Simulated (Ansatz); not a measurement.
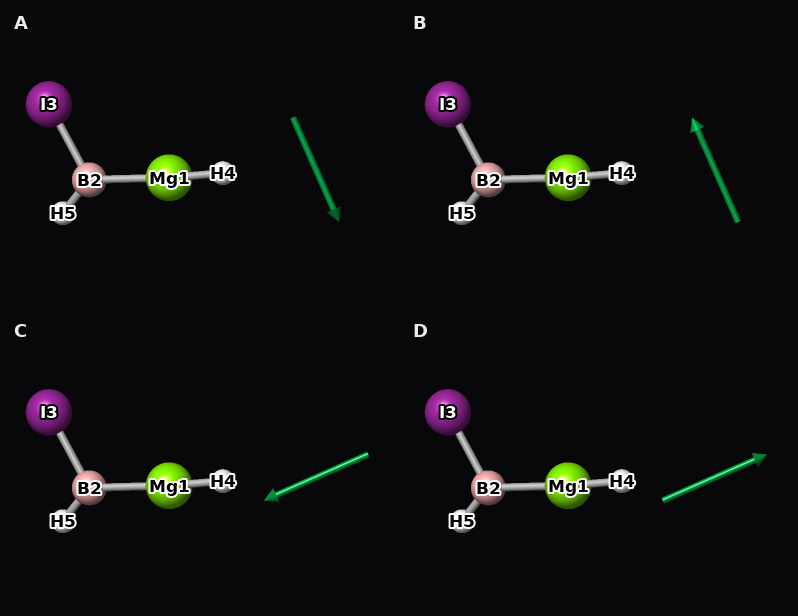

The same molecule four times, each with an arrow. Geometry: moved along internal coordinates away from the minimum. Level of theory: RKS PBE-D4/def2-TZVPP, core potentials on I (Ansatz 0.2.0).

Which arrow points along the dipole moment, from the negative to the positive end?

A. The dipole moment is 0.79 D; it points from the side of I3 to the side of H4 (the outermost atoms at the two ends).
